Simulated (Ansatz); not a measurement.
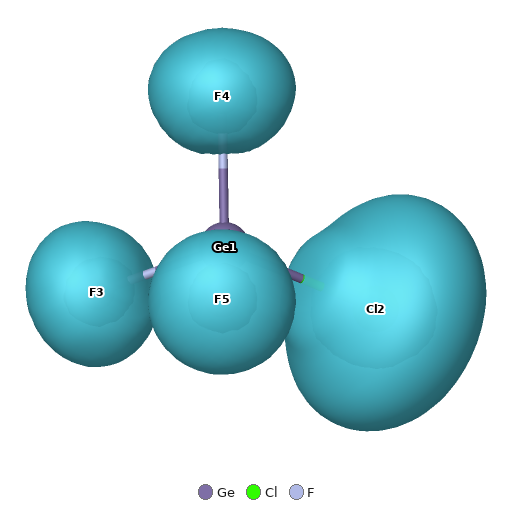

ClF3Ge. Isosurface of the electron localisation function at 0.75 (cyan), seen at an oblique angle. Core shells and regions of very low density are left out.

These are results of RHF/def2-SVP (Ansatz), not measurements.

```xyz
5

Ge    0.0003    0.0000    0.0583
Cl    0.0001    0.0000    2.1486
F     1.5690    0.0000   -0.5549
F    -0.7839    1.3584   -0.5551
F    -0.7839   -1.3584   -0.5551
```

Q: What do the ELF domains correspond to?

A: The ELF exceeds this value in one region on Cl in which the atom's valence shell and bonds are merged and three regions wrapped around F (the valence shell of each). Profiles from the grid: Ge–F (1.68 Å): the ELF peaks at about 0.80 in the valence shell of F, 0.5 Å from its nucleus, and is about 0.25 at the midpoint. Ge–Cl (2.09 Å): the ELF peaks at about 0.85 in the valence shell of Cl, 0.9 Å from its nucleus, and is about 0.70 at the midpoint.
